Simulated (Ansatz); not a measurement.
The starting structures come from a database of crystals and need not be the phases stable at ambient conditions.

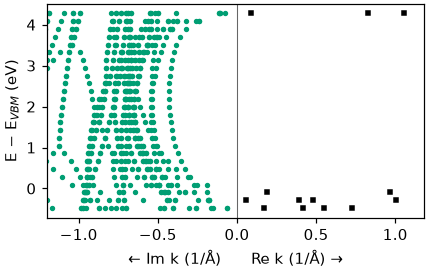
*Complex bands at the centre of the two-dimensional zone; r2SCAN run with Ansatz (an electronic-structure program)*

No gap correction and no spin-orbit coupling; mid-gap values are interpolated between computed energies.

### Question
This is Sr$_{3}$V$_{2}$O$_{8}$ (R-3m, not sure to be the ambient phase, 13 atoms a cell, 14.1 Å³ an atom, -2 GPa at this level) along the normal of (110). Read off the slowest decay at the centre of the two-dimensional zone at 2.00 eV, the computed energy nearest the middle of the gap.

### Answer
κ ≈ 0.43 1/Å, a decay length 1/(2κ) of the density of 1.2 Å.
